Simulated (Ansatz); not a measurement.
**Fields on a plane of Hf (hcp, Mg type)**

```
Hf
1.0
    3.15907     0.00000     0.00000
   -1.57954     2.73584     0.00000
    0.00000     0.00000     4.99993
Hf
2
Direct
  0.33333   0.66667   0.75000
  0.66667   0.33333   0.25000
```

The slice is a (0001) plane (indices of the conventional cell) through the point (0.333, 0.667, 0.750) (fractional), spanned by u = [110] and v = [1 -1 0] in vectors of this cell: u (3.16 Å) and v (5.47 Å, at 90° to u). It covers one period; positions are fractions (u, v).

Atoms on it: Hf at (0.00, 0.00); Hf at (0.50, 0.50).

Computed with PBEsol (plane waves to 420 eV, PAW, scalar-relativistic; Ansatz, an electronic-structure program). k mesh 17×17×9. Inside the PAW spheres the values are not all-electron values, and peaks at nuclei hang on which shells count as valence. Hf is run without spin polarisation. Hf was relaxed with its symmetry unable to fall. Spin-orbit coupling is left out, though Hf is heavy.

```
|xxxx =#= xxx|
|xxxx.#%#.xxx|
|xxx +%@%+ xx|
|  .=#@@@#=. |
|=++*******++|
|##*=.   .=*#|
|%#= xxxxx =#|
|#+ xxxxxxx +|
|*= xxxxxxx =|
|*- xxxxxxx -|
|#= xxxxxxx =|
|%#.xxxxxxx.#|
|@%+ xxxxx +%|
|@@#=.   .=#@|
|****++=++***|
|  .=*###*=. |
|xxx =#%#= xx|
|xxxx +#+ xxx|
|xxxx =*= xxx|
|xxxx -*- xxx|
```
Scale: ten equal steps from 1.00 (start of ' ') to 9.46 (end of '@'), in the order ' .:-=+*#%@'. Values: electrostatic potential energy of an electron, from the cell's mean, in eV. The map has 12 points along u (one character each, u = 0 at the left) and 20 along v (v = 0 in the bottom row). Points within 1 Å of a nucleus are blanked (x), as the pseudised field means little there. Values under 1 eV are set to 1. The zero, the cell's mean, hangs on the PAW cores.

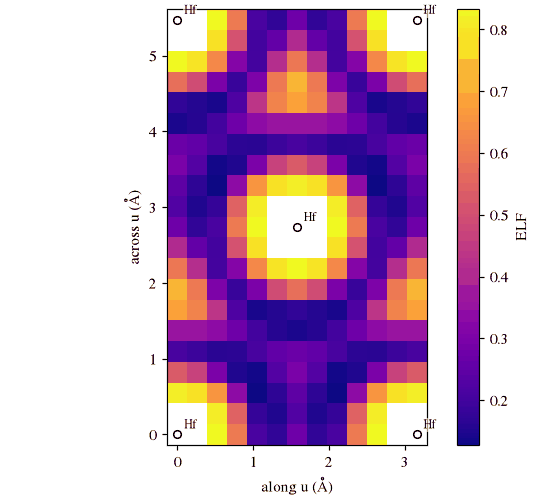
Electron localisation function (ELF), one period of the plane, atoms marked. Points within 0.5 Å of a nucleus are left white, as the pseudised field means little there.

* **Density on the Hf–Hf line (3.16 Å) at its midpoint**: 0.20 e/Å³
* **ELF at that point**: 0.28
